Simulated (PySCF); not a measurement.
# SiH3F (SMILES F[SiH3]) at SVWN5/STO-3G

What is the energy change on altering one bond length of SiH3F at SVWN5/STO-3G? The job is set up through a Python script.

The results are computed with PySCF 2.14.0.

9 further runs of the same task are left out: 3 that didn't finish, 6 set aside as unsound or not needed.

## Step 1: The molecule

The species is SiH3F (5 atoms), meant as a singlet with charge 0. SMILES: `F[SiH3]`. Geometry: relaxed at PBE0-D4/def2-TZVP.

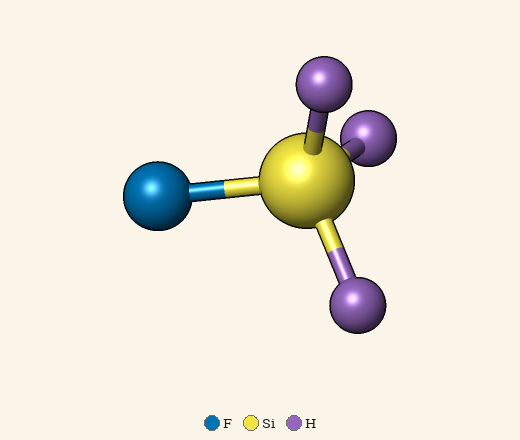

The structure, seen from a chosen angle (fluorine blue, silicon yellow, hydrogen purple).

## Step 2: The energy at SVWN5/STO-3G

File job.py:

```python
# F[SiH3]
from pyscf import gto, dft

molecule = gto.Mole()
molecule.atom = '''
F   -1.274600   0.162800   0.858000
Si   0.043300  -0.019300  -0.030700
H   -0.367800  -0.192600  -1.443700
H    0.768600  -1.217900   0.451600
H    0.880500   1.193400   0.123400
'''
molecule.charge = 0
molecule.basis = 'sto-3g'
molecule.verbose = 3
molecule.max_memory = 1860
molecule.build()

ks = dft.RKS(molecule, xc='svwn')
ks.grids.level = 5
ks.conv_tol = 1e-10
ks.kernel()
if not ks.converged:
    ks = ks.newton().run(ks.mo_coeff, ks.mo_occ)

e_tot = ks.e_tot
print(f'total energy: {e_tot:.8f} hartree')
```

Command:

```sh
$ OMP_NUM_THREADS=1 python job.py
```

The program printed:

```text
converged SCF energy = -384.438536358519
total energy: -384.43853636 hartree
```

It took 2.7 s on 1 thread of Arm Neoverse N1, shared host; peak memory 0.14 GiB.

## Step 3: The distorted shape, same level

File input.py:

```python
from pyscf import gto, dft

molecule = gto.Mole()
molecule.atom = '''
F     -2.725080    -0.150715     1.563140
Si    -0.234609    -0.494834    -0.116260
H     -1.011476    -0.822324    -2.786443
H      1.136009    -2.759860     0.795155
H      1.663904     2.255199     0.233192
'''
molecule.verbose = 3
molecule.max_memory = 1860
molecule.basis = 'sto-3g'
molecule.unit = 'bohr'
molecule.charge = 0
molecule.build()

mf = dft.RKS(molecule)
mf.xc = 'svwn'
mf.conv_tol = 1e-10
mf.grids.level = 5
mf.kernel()
if not mf.converged:
    mf = mf.newton().run(mf.mo_coeff, mf.mo_occ)

etot = mf.e_tot
print('E(%s) = %.9f' % ('SVWN5', etot))
```

Command:

```sh
$ OMP_NUM_THREADS=1 python input.py
```

The program printed:

```text
converged SCF energy = -384.409134174122
E(SVWN5) = -384.409134174
```

Run time: 2.7 s. Hardware: 1 thread of Arm Neoverse N1, shared host; peak memory 0.14 GiB.

## Step 4: Summary of results

Level: SVWN5/STO-3G.

| quantity | value |
| --- | --- |
| first shape: total energy | -384.43854 Eh |
| first shape: dipole moment | 0.53 D |
| first shape: HOMO energy | -3.00 eV |
| first shape: LUMO energy | 6.60 eV |
| first shape: HOMO–LUMO gap | 9.60 eV |
| distorted shape: total energy | -384.40913 Eh |
| distorted shape: dipole moment | 0.47 D |
| distorted shape: HOMO energy | -3.14 eV |
| distorted shape: LUMO energy | 4.58 eV |
| distorted shape: HOMO–LUMO gap | 7.72 eV |
| energy change with the Si2–H5 bond stretched from 1.482 to 1.778 Å | 0.800 eV |

With the Si2–H5 bond stretched from 1.482 to 1.778 Å the energy rises by 0.80 eV (77.2 kJ/mol). The first shape isn't relaxed at this level, so the change isn't measured from a minimum. The minimal basis adds a large error of its own. Mulliken charges (distorted shape) run from -0.20 on F1 to +0.50 on Si2.
